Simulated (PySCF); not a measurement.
# C3H4FN: the cost of one run

The runs use PySCF 2.14.0, with density-fitted response routines of our own; the level of theory stands in each step. All values are computed, except where a source is named. Atoms count from 0, in the outputs and in this text.

### Step 1. The starting structure

9 atoms, charge 0, multiplicity 1; geometry from: GFN2-xTB.

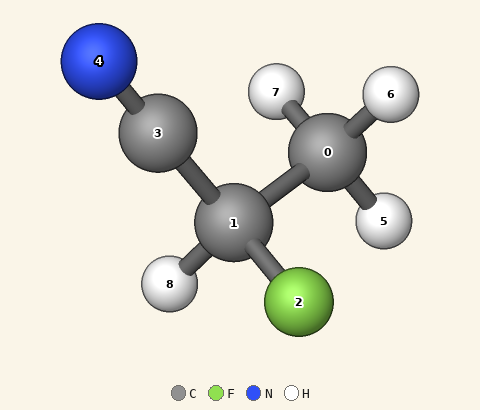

The starting geometry (carbon grey, fluorine green, nitrogen blue, hydrogen white), atoms numbered.

### Step 2. Geometry optimisation at PBE0-D3(BJ)/def2-SVP

Job settings and geometry (Å):

```
{"job": {"xc": "PBE0", "basis": "def2-SVP", "d3": "d3bj", "grid": 1, "kind": "geom"}, "charge": 0, "multiplicity": 1}
C     -0.973881    -0.298992     0.017323
C      0.297663     0.543062     0.000129
F      0.407761     1.246230     1.183997
C      1.470584    -0.300219    -0.174310
N      2.377462    -0.977749    -0.320473
H     -1.835865     0.348608     0.159683
H     -0.931596    -1.015983     0.834631
H     -1.075514    -0.834439    -0.922900
H      0.276948     1.295476    -0.803260
```

The run is started by

```sh
OMP_NUM_THREADS=1 python probes_run.py task.json out
```

The driver reads the jobs from task.json and runs them one after another.

**Question.** How long does this first job take on 1 thread of Intel Xeon at 2.50GHz, shared host?

About 56 s.
